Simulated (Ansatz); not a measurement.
# CH6AlNSSi: the cost of one run

Program: Ansatz 0.2.0. Level of theory: RKS PBE/def2-SVP. These are calculated values, not measurements.

### 1 Starting point

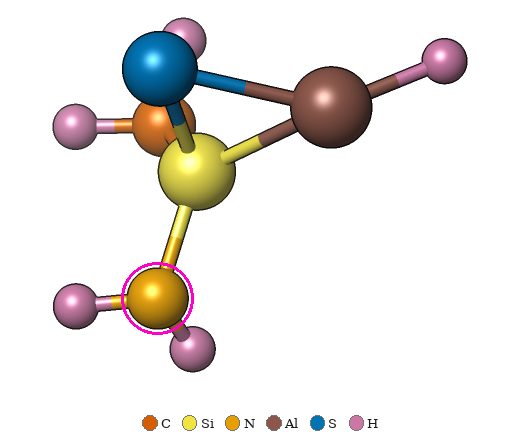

The starting structure, seen from a free direction (carbon orange, silicon yellow, nitrogen amber, aluminium brown, sulfur blue, hydrogen pink). Ringed: N3.

Coordinates:

```xyz
11

C    -1.0815    0.2361    1.0082
Si    0.2437    0.0743   -0.2468
N     1.8770    0.3028    0.3601
Al    0.0469   -1.1364   -2.2248
S    -0.0832    1.1515   -2.0606
H    -1.0525    1.2959    1.4707
H    -1.0183   -0.5046    1.7766
H    -2.0699    0.2074    0.4752
H     1.9324    1.2458    0.8955
H     2.0559   -0.4213    1.1363
H    -0.7851   -2.5086   -2.5698
```

### 2 Relaxing end A

input.yaml

```yaml
crystal:
  periodic: [false, false, false]
  atoms:
    - { symbol: C, position_ang: [-1.0815, 0.2361, 1.0082] }
    - { symbol: Si, position_ang: [0.2437, 0.0743, -0.2468] }
    - { symbol: "N", position_ang: [1.877, 0.3028, 0.3601] }
    - { symbol: Al, position_ang: [0.0469, -1.1364, -2.2248] }
    - { symbol: S, position_ang: [-0.0832, 1.1515, -2.0606] }
    - { symbol: H, position_ang: [-1.0525, 1.2959, 1.4707] }
    - { symbol: H, position_ang: [-1.0183, -0.5046, 1.7766] }
    - { symbol: H, position_ang: [-2.0699, 0.2074, 0.4752] }
    - { symbol: H, position_ang: [1.9324, 1.2458, 0.8955] }
    - { symbol: H, position_ang: [2.0559, -0.4213, 1.1363] }
    - { symbol: H, position_ang: [-0.7851, -2.5086, -2.5698] }
basis:
  gaussian: { orbitals: def2-SVP }
hamiltonian:
  xc: pbe
relax:
  f_tol: 0.015
  max_steps: 40
```

Launch:

```bash
ansatz run input.yaml --threads 2 --pin off --max-ram 3072MiB --backend cpu --events-out ev --progress --plain --runs-dir out
```

What time and memory should one allow on 2 threads of Intel Xeon Platinum 8259CL at 2.50GHz (Skylake/Cascade Lake), shared host?

About 38 s, with a peak of 0.2 GiB.
